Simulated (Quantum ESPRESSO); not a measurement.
# Fixed-spin-moment curve of CrO2

Aim: the energy of CrO2 as a function of the total spin moment of its primitive cell.

Calculated with Quantum ESPRESSO 7.5; PBE; plane waves with GBRV 1.5 PBE potentials, no spin-orbit coupling.

**1. Set-up**

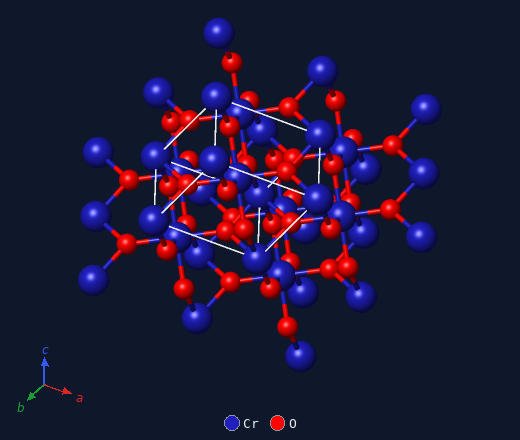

The cell as given, from a free direction (chromium blue, oxygen red). 2×2×2 cells are drawn. Some periodic images of atoms are drawn too.

The lattice constants were typed from memory of published values and not checked against a source.

**2. The free run**

Contents of pw.in:

```
&CONTROL
  calculation = 'scf'
  prefix = 'pwscf'
  outdir = './tmp'
  pseudo_dir = './pseudo'
  disk_io = 'nowf'
/
&SYSTEM
  ibrav = 0
  celldm(1) = 8
  nat = 6
  ntyp = 2
  ecutwfc = 40
  ecutrho = 280
  nbnd = 39
  occupations = 'smearing'
  smearing = 'fd'
  degauss = 0.00367493
  nspin = 2
  starting_magnetization(1) = 0.2143
  starting_magnetization(2) = 0
/
&ELECTRONS
  conv_thr = 1.2d-08
  electron_maxstep = 150
  mixing_beta = 0.3
/
ATOMIC_SPECIES
Cr     51.9961 cr_pbe_v1.5.uspp.F.UPF
O      15.9990 o_pbe_v1.2.uspp.F.UPF
CELL_PARAMETERS alat
   1.0443098996213    0.0000000000000    0.0000000000000
   0.0000000000000    1.0443098996213    0.0000000000000
   0.0000000000000    0.0000000000000    0.6890413881917
ATOMIC_POSITIONS crystal
Cr      0.0000000000    0.0000000000    0.0000000000
Cr      0.5000000000    0.5000000000    0.5000000000
O       0.3030000000    0.3030000000    0.0000000000
O       0.6970000000    0.6970000000    0.0000000000
O       0.8030000000    0.1970000000    0.5000000000
O       0.1970000000    0.8030000000    0.5000000000
K_POINTS automatic
10 10 10 0 0 0
```

Started as:

```
> OMP_NUM_THREADS=1 mpirun -n 4 pw.x -nk 4 -in pw.in > pw.out
```

The program printed:

```text
Program PWSCF v.7.5 starts

     Message from routine setup:
     using ibrav=0 with symmetry is DISCOURAGED, use correct ibrav instead

     K-points division:     npool     =       4
     Subspace diagonalization in iterative solution of the eigenvalue problem:

     G-vector sticks info
     --------------------
     sticks:   dense  smooth     PW     G-vecs:    dense   smooth      PW
     Sum        1565     885    285                30497    13155    2353

     Using Slab Decomposition

     bravais-lattice index     =            0
     lattice parameter (alat)  =       8.0000  a.u.
     unit-cell volume          =     384.7460 (a.u.)^3
     number of atoms/cell      =            6
     number of atomic types    =            2
     number of electrons       =        52.00
     number of Kohn-Sham states=           39
     kinetic-energy cutoff     =      40.0000  Ry
     charge density cutoff     =     280.0000  Ry
     scf convergence threshold =      1.2E-08
     mixing beta               =       0.3000
     number of iterations used =            8  plain     mixing
     Exchange-correlation= SLA  PW   PBE  PBE
                           (   1   4   3   4   0   0   0)

     celldm(1)=   8.000000  celldm(2)=   0.000000  celldm(3)=   0.000000
     celldm(4)=   0.000000  celldm(5)=   0.000000  celldm(6)=   0.000000

     crystal axes: (cart. coord. in units of alat)
               a(1) = (   1.044310   0.000000   0.000000 )
               a(2) = (   0.000000   1.044310   0.000000 )
               a(3) = (   0.000000   0.000000   0.689041 )

     reciprocal axes: (cart. coord. in units 2 pi/alat)
               b(1) = (  0.957570  0.000000  0.000000 )
               b(2) = (  0.000000  0.957570  0.000000 )
               b(3) = (  0.000000  0.000000  1.451292 )

     PseudoPot. # 1 for Cr read from file:
     cr_pbe_v1.5.uspp.F.UPF
     Pseudo is Ultrasoft + core correction, Zval = 14.0
     Generated by new atomic code, or converted to UPF format
     Using radial grid of  857 points,  6 beta functions with:
                l(1) =   0
                l(2) =   0
                l(3) =   1
                l(4) =   1
                l(5) =   2
                l(6) =   2
     Q(r) pseudized with  8 coefficients,  rinner =    0.950   0.950   0.950
                                                       0.950   0.950

     PseudoPot. # 2 for O  read from file:
     o_pbe_v1.2.uspp.F.UPF
     Pseudo is Ultrasoft + core correction, Zval =  6.0
     Generated by new atomic code, or converted to UPF format
     Using radial grid of  737 points,  5 beta functions with:
                l(1) =   0
                l(2) =   0
                l(3) =   1
                l(4) =   1
                l(5) =   2
     Q(r) pseudized with  8 coefficients,  rinner =    0.900   0.900   0.900
                                                       0.900   0.900

     atomic species   valence    mass     pseudopotential
     Cr               14.00    51.99610     Cr( 1.00)
     O                 6.00    15.99900     O ( 1.00)

     Starting magnetic structure
     atomic species   magnetization
     Cr              0.214
     O               0.000

     16 Sym. Ops., with inversion, found ( 8 have fractional translation)

   Cartesian axes

     site n.     atom                  positions (alat units)
         1        Cr     tau(   1) = (   0.0000000   0.0000000   0.0000000  )
         2        Cr     tau(   2) = (   0.5221549   0.5221549   0.3445207  )
         3        O      tau(   3) = (   0.3164259   0.3164259   0.0000000  )
         4        O      tau(   4) = (   0.7278840   0.7278840   0.0000000  )
         5        O      tau(   5) = (   0.8385808   0.2057291   0.3445207  )
         6        O      tau(   6) = (   0.2057291   0.8385808   0.3445207  )

     number of k points=   126  Fermi-Dirac smearing, width (Ry)=  0.0037

     Number of k-points >= 100: set verbosity='high' to print them.

     Dense  grid:    30497 G-vectors     FFT dimensions: (  48,  48,  30)

     Smooth grid:    13155 G-vectors     FFT dimensions: (  36,  36,  24)

     Check: negative core charge=   -0.000008
     Generating pointlists ...
     new r_m :   0.1846 (alat units)  1.4767 (a.u.) for type    1
     new r_m :   0.1846 (alat units)  1.4767 (a.u.) for type    2

     Initial potential from superposition of free atoms

     starting charge      50.0000, renormalised to      52.0000

     negative rho (up, down):  2.247E-03 1.448E-03
     Starting wfcs are   36 randomized atomic wfcs +    3 random wfcs

     Self-consistent Calculation

     iteration #  1     ecut=    40.00 Ry     beta= 0.30
     Davidson diagonalization with overlap
     ethr =  1.00E-02,  avg # of iterations =  6.1

     negative rho (up, down):  2.023E-03 2.319E-03

     total energy              =    -479.61255058 Ry
     estimated scf accuracy    <       3.46407097 Ry

     total magnetization       =     4.00 Bohr mag/cell
     absolute magnetization    =     4.15 Bohr mag/cell

     iteration #  2     ecut=    40.00 Ry     beta= 0.30
     Davidson diagonalization with overlap
     ethr =  6.66E-03,  avg # of iterations =  1.5

     negative rho (up, down):  1.489E-03 2.497E-03

     total energy              =    -480.16247099 Ry
     estimated scf accuracy    <       1.37370244 Ry

     total magnetization       =     4.05 Bohr mag/cell
     absolute magnetization    =     4.89 Bohr mag/cell

     iteration #  3     ecut=    40.00 Ry     beta= 0.30
     Davidson diagonalization with overlap
     ethr =  2.64E-03,  avg # of iterations =  1.0

     negative rho (up, down):  6.077E-04 3.759E-03

     total energy              =    -480.37368569 Ry
     estimated scf accuracy    <       0.20830444 Ry

     total magnetization       =     4.00 Bohr mag/cell
     absolute magnetization    =     4.59 Bohr mag/cell

     [... further iterations left out ...]

     iteration #  9     ecut=    40.00 Ry     beta= 0.30
     Davidson diagonalization with overlap
     ethr =  2.52E-08,  avg # of iterations =  1.9

     negative rho (up, down):  3.123E-05 4.948E-03

     total energy              =    -480.44635659 Ry
     estimated scf accuracy    <       0.00000231 Ry

     total magnetization       =     4.00 Bohr mag/cell
     absolute magnetization    =     4.68 Bohr mag/cell

     iteration # 10     ecut=    40.00 Ry     beta= 0.30
     Davidson diagonalization with overlap
     ethr =  4.45E-09,  avg # of iterations =  2.0

     negative rho (up, down):  3.162E-05 4.946E-03

     total energy              =    -480.44635773 Ry
     estimated scf accuracy    <       0.00000008 Ry

     total magnetization       =     4.00 Bohr mag/cell
     absolute magnetization    =     4.68 Bohr mag/cell

     iteration # 11     ecut=    40.00 Ry     beta= 0.30
     Davidson diagonalization with overlap
     ethr =  1.53E-10,  avg # of iterations =  2.0

     negative rho (up, down):  3.180E-05 4.944E-03

     total energy              =    -480.44635810 Ry
     estimated scf accuracy    <       0.00000013 Ry

     total magnetization       =     4.00 Bohr mag/cell
     absolute magnetization    =     4.68 Bohr mag/cell

     iteration # 12     ecut=    40.00 Ry     beta= 0.30
     Davidson diagonalization with overlap
     ethr =  1.53E-10,  avg # of iterations =  1.9

     negative rho (up, down):  3.142E-05 4.945E-03

     Magnetic moment per site  (integrated on atomic sphere of radius R)
     atom   1 (R=0.185)  charge= 10.5793  magn=  1.7485
     atom   2 (R=0.185)  charge= 10.5793  magn=  1.7485
     atom   3 (R=0.185)  charge=  5.2599  magn= -0.0724
     atom   4 (R=0.185)  charge=  5.2599  magn= -0.0724
     atom   5 (R=0.185)  charge=  5.2599  magn= -0.0724
     atom   6 (R=0.185)  charge=  5.2599  magn= -0.0724

     End of self-consistent calculation

     Number of k-points >= 100: set verbosity='high' to print the bands.

     the Fermi energy is    10.7973 ev

!    total energy              =    -480.44635845 Ry
     estimated scf accuracy    <          5.0E-09 Ry
     smearing contrib. (-TS)   =      -0.00083432 Ry
     internal energy E=F+TS    =    -480.44552413 Ry

     The total energy is F=E-TS. E is the sum of the following terms:
     one-electron contribution =    -203.03423619 Ry
     hartree contribution      =     128.00637511 Ry
     xc contribution           =     -73.99397084 Ry
     ewald contribution        =    -331.42369222 Ry

     total magnetization       =     4.00 Bohr mag/cell
     absolute magnetization    =     4.68 Bohr mag/cell

     convergence has been achieved in  12 iterations

=------------------------------------------------------------------------------=
   JOB DONE.
=------------------------------------------------------------------------------=
```

Run time: 73 s. Hardware: 4 MPI ranks of Intel Xeon at 2.70GHz, shared host; peak memory 0.62 GiB; 4.8 min of CPU time.

Spin moment in the atom's sphere by atom:

| atom | spin moment in the atom's sphere (μB) |
| --- | --- |
| Cr1 | 1.75 |
| Cr2 | 1.75 |
| O3 | -0.07 |
| O4 | -0.07 |
| O5 | -0.07 |
| O6 | -0.07 |

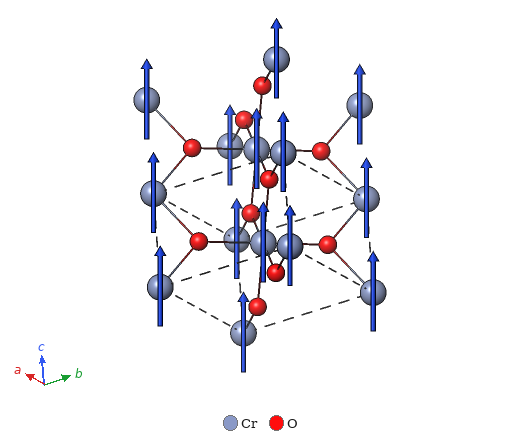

Spin moment in the atom's sphere as arrows, the longest 1.75 μB. Up and down stand for the sign. Arrows give size and sign along the axis of quantisation, drawn up and down the page. 1×1×2 cells are drawn. Some periodic images of atoms are drawn too.

Numbers from this step:

* smearing term TS: 0.01135 eV
* magnetization: 4 μB
* absolute magnetization: 4.682 μB
* final state: ferromagnetic

**3. Moment fixed at 0 μB**

The two spin channels are filled to separate Fermi energies, so that the total moment meets the target. Half of the up one less the down one is the slope dE/dM.

Edit pw.in of step 2 so:

```diff
@@ -19,4 +19,5 @@
   nspin = 2
-  starting_magnetization(1) = 0.2143
+  starting_magnetization(1) = 0.0107
   starting_magnetization(2) = 0
+  tot_magnetization = 0
 /
```

The program printed:

```text
     [... lines left out ...]
Program PWSCF v.7.5 starts
     [... lines left out ...]
     number of atoms/cell      =            6
     [... lines left out ...]
     number of electrons       =        52.00 (up:  26.00, down:  26.00)
     number of Kohn-Sham states=           39
     kinetic-energy cutoff     =      40.0000  Ry
     charge density cutoff     =     280.0000  Ry
     scf convergence threshold =      1.2E-08
     [... lines left out ...]
     16 Sym. Ops., with inversion, found ( 8 have fractional translation)
     [... lines left out ...]
     number of k points=   126  Fermi-Dirac smearing, width (Ry)=  0.0037
     [... lines left out ...]
     iteration # 16     ecut=    40.00 Ry     beta= 0.30
     [... lines left out ...]
     Magnetic moment per site  (integrated on atomic sphere of radius R)
     atom   1 (R=0.185)  charge= 10.5760  magn=  0.0000
     atom   2 (R=0.185)  charge= 10.5760  magn=  0.0000
     atom   3 (R=0.185)  charge=  5.2445  magn= -0.0000
     atom   4 (R=0.185)  charge=  5.2445  magn= -0.0000
     atom   5 (R=0.185)  charge=  5.2445  magn= -0.0000
     atom   6 (R=0.185)  charge=  5.2445  magn= -0.0000
     [... lines left out ...]
     the spin up/dw Fermi energies are    11.0852   11.0853 ev
!    total energy              =    -480.35370089 Ry
     estimated scf accuracy    <          1.1E-09 Ry
     smearing contrib. (-TS)   =      -0.00586255 Ry
     [... lines left out ...]
     total magnetization       =     0.00 Bohr mag/cell
     absolute magnetization    =     0.00 Bohr mag/cell
     convergence has been achieved in  16 iterations
```

The job ended after 93 s (4 MPI ranks; peak memory 0.62 GiB).

Read from the output:

```yaml
magnetization: 0 μB
absolute_magnetization: 0 μB
half_the_difference_of_the_two_fermi_energies: -0.1 meV
largest_moment: 0 μB
```

**4. Moment fixed at 0.491 μB**

Edit pw.in of step 3 so:

```diff
@@ -19,5 +19,5 @@
   nspin = 2
-  starting_magnetization(1) = 0.0107
+  starting_magnetization(1) = 0.0175
   starting_magnetization(2) = 0
-  tot_magnetization = 0
+  tot_magnetization = 0.491
 /
```

The program printed:

```text
     [... lines left out ...]
Program PWSCF v.7.5 starts
     [... lines left out ...]
     number of atoms/cell      =            6
     [... lines left out ...]
     number of electrons       =        52.00 (up:  26.25, down:  25.75)
     number of Kohn-Sham states=           39
     kinetic-energy cutoff     =      40.0000  Ry
     charge density cutoff     =     280.0000  Ry
     scf convergence threshold =      1.2E-08
     [... lines left out ...]
     16 Sym. Ops., with inversion, found ( 8 have fractional translation)
     [... lines left out ...]
     number of k points=   126  Fermi-Dirac smearing, width (Ry)=  0.0037
     [... lines left out ...]
     iteration # 19     ecut=    40.00 Ry     beta= 0.30
     [... lines left out ...]
     Magnetic moment per site  (integrated on atomic sphere of radius R)
     atom   1 (R=0.185)  charge= 10.5758  magn=  0.2262
     atom   2 (R=0.185)  charge= 10.5758  magn=  0.2262
     atom   3 (R=0.185)  charge=  5.2451  magn= -0.0141
     atom   4 (R=0.185)  charge=  5.2451  magn= -0.0141
     atom   5 (R=0.185)  charge=  5.2451  magn= -0.0141
     atom   6 (R=0.185)  charge=  5.2451  magn= -0.0141
     [... lines left out ...]
     the spin up/dw Fermi energies are    10.9881   11.1836 ev
!    total energy              =    -480.35550977 Ry
     estimated scf accuracy    <          5.0E-09 Ry
     smearing contrib. (-TS)   =      -0.00575305 Ry
     [... lines left out ...]
     total magnetization       =     0.49 Bohr mag/cell
     absolute magnetization    =     0.63 Bohr mag/cell
     convergence has been achieved in  19 iterations
```

Wall time 1.9 min (4 MPI ranks); peak memory 0.62 GiB.

Spin moment in the atom's sphere by atom:

| atom | spin moment in the atom's sphere (μB) |
| --- | --- |
| Cr1 | 0.226 |
| Cr2 | 0.226 |
| O3 | -0.014 |
| O4 | -0.014 |
| O5 | -0.014 |
| O6 | -0.014 |

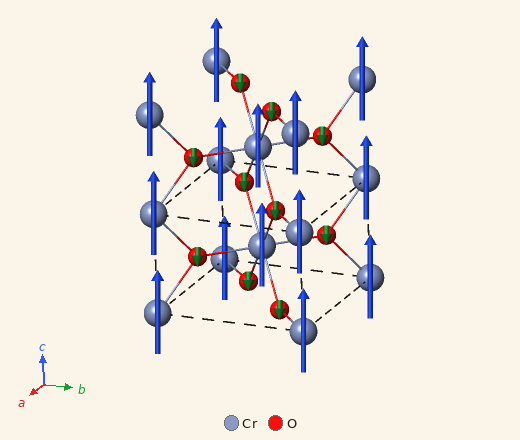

Spin moment in the atom's sphere as arrows, the longest 0.226 μB. Up and down stand for the sign. Arrows give size and sign along the axis of quantisation, drawn up and down the page. Each arrow also spans its atom, so small moments look longer than they are. The two directions have two colours. 1×1×2 cells are drawn. Some periodic images of atoms are drawn too.

This step gave:

- magnetization: 0.491 μB
- absolute magnetization: 0.627 μB
- half the difference of the two Fermi energies: -97.7 meV

**5. Moment fixed at 0.982 μB**

Edit pw.in of step 4 so:

```diff
@@ -19,5 +19,5 @@
   nspin = 2
-  starting_magnetization(1) = 0.0175
+  starting_magnetization(1) = 0.0351
   starting_magnetization(2) = 0
-  tot_magnetization = 0.491
+  tot_magnetization = 0.982
 /
```

The program printed:

```text
     [... lines left out ...]
Program PWSCF v.7.5 starts
     [... lines left out ...]
     number of atoms/cell      =            6
     [... lines left out ...]
     number of electrons       =        52.00 (up:  26.49, down:  25.51)
     number of Kohn-Sham states=           39
     kinetic-energy cutoff     =      40.0000  Ry
     charge density cutoff     =     280.0000  Ry
     scf convergence threshold =      1.2E-08
     [... lines left out ...]
     16 Sym. Ops., with inversion, found ( 8 have fractional translation)
     [... lines left out ...]
     number of k points=   126  Fermi-Dirac smearing, width (Ry)=  0.0037
     [... lines left out ...]
     iteration #150     ecut=    40.00 Ry     beta= 0.30
     [... lines left out ...]
     estimated scf accuracy    <       0.00055253 Ry
     total magnetization       =     0.98 Bohr mag/cell
     absolute magnetization    =     1.27 Bohr mag/cell
     [... lines left out ...]
     convergence NOT achieved after 150 iterations: stopping
[key lines of the parts left out:]
total energy              =    -480.36073857 Ry
```

Run time: 18 min. Hardware: 4 MPI ranks; peak memory 0.62 GiB.

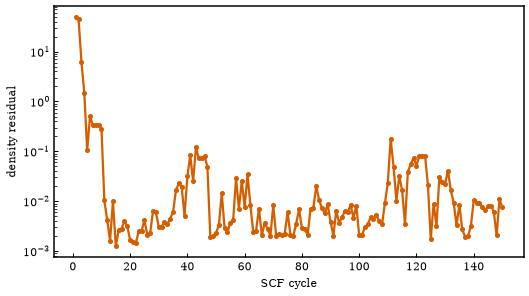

Residual by cycle in this run.

The run stopped without converging, so none of its numbers is a property of the system.

After 150 cycles the residual stands at 0.0075, against 0.0021 at cycle 76 and a least value of 0.0013. The cap of 150 cycles in the input ended the loop.

**6. All moments**

The runs not shown differ in the target, the start and the number of states alone. The point at 4.00 μB is the free run, entered with slope zero.

Table of energy over the lowest by total spin moment:

| total spin moment (μB a cell) | energy over the lowest (meV a cell) |
| --- | --- |
| 0.00 | 1261 |
| 0.49 | 1236 |
| 1.47 | 897 |
| 1.96 | 765 |
| 2.46 | 589 |
| 2.94 | 400 |
| 3.44 | 213 |
| 3.93 | 24.7 |
| 4.00 | 0 |
| 4.42 | 293 |
| 4.91 | 745 |
| 5.40 | 1253 |

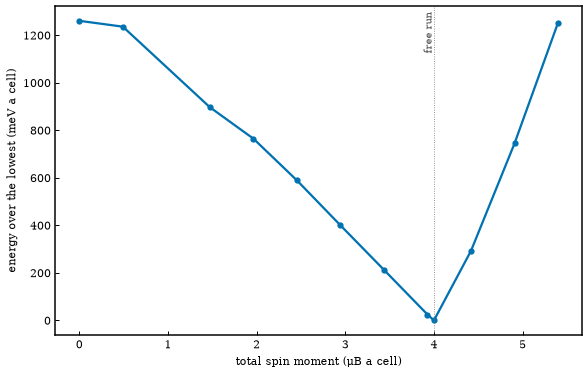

Energy over the lowest, plotted against total spin moment.

The dE/dM by total spin moment:

| total spin moment (μB a cell) | dE/dM (meV/μB) |
| --- | --- |
| 0.00 | -0.0535 |
| 0.49 | -97.7 |
| 1.47 | -217 |
| 1.96 | -319 |
| 2.46 | -384 |
| 2.94 | -383 |
| 3.44 | -383 |
| 3.93 | -364 |
| 4.00 | 0 |
| 4.42 | 833 |
| 4.91 | 986 |
| 5.40 | 1084 |

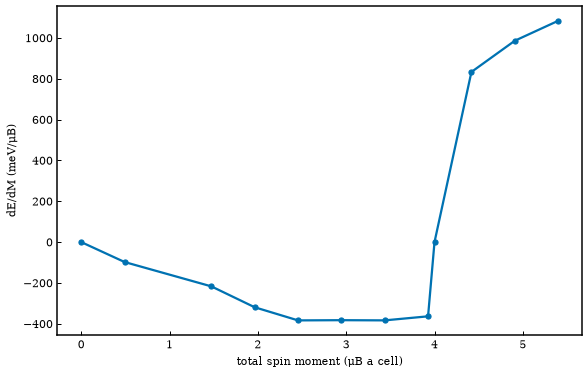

dE/dM, plotted against total spin moment.

Table of largest site moment by total spin moment:

| total spin moment (μB a cell) | largest site moment (μB) |
| --- | --- |
| 0.00 | 8.1e-6 |
| 0.49 | 0.226 |
| 1.47 | 0.649 |
| 1.96 | 0.878 |
| 2.46 | 1.10 |
| 2.94 | 1.31 |
| 3.44 | 1.51 |
| 3.93 | 1.72 |
| 4.00 | 1.75 |
| 4.42 | 1.78 |
| 4.91 | 1.83 |
| 5.40 | 1.89 |

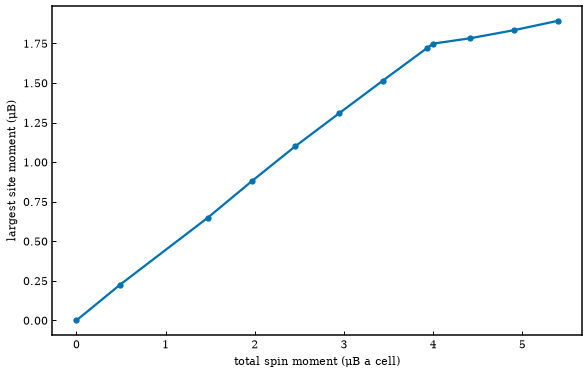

Largest site moment against total spin moment.

**7. Results**

```yaml
moment_of_the_free_run: 4.00 μB a cell
energy_at_zero_total_moment: 1261 meV a cell over the lowest
```

What this shows: At zero total moment the site moments vanish, so the 1261 meV a cell is the energy of forming them. Energies and slopes do not fit one curve, so the points lie on more than one branch of solutions. The free run has a whole-number moment, and the slope goes from -364 to 833 meV/μB between its neighbours: a kink, as where a spin channel has a gap, so no stiffness is given. No converged point was had at 0.982 μB. All runs start parallel; opposed orders may lie lower. No Hubbard term acts here. In such compounds local and semilocal functionals without one often delocalise the d electrons, and can shrink or lose moments and miss the size, sign and order of the couplings.

[Logs and program files are shortened in this print: banners, set-up blocks, solver, clock and traceback lines can be left out without a mark of their own.]

[Logs are printed without paths, hosts, clocks, repeated set-up lines and the standing remarks that a program may print on its own settings, such as how far it seeks lower states.]

[Hosts, paths, dates, database ids (printed as entryN), source tags and the programs' standing remarks are cut or masked in the printed files.]

[Where a cell is said to come from a database of computed structures, the database is the Materials Project.]
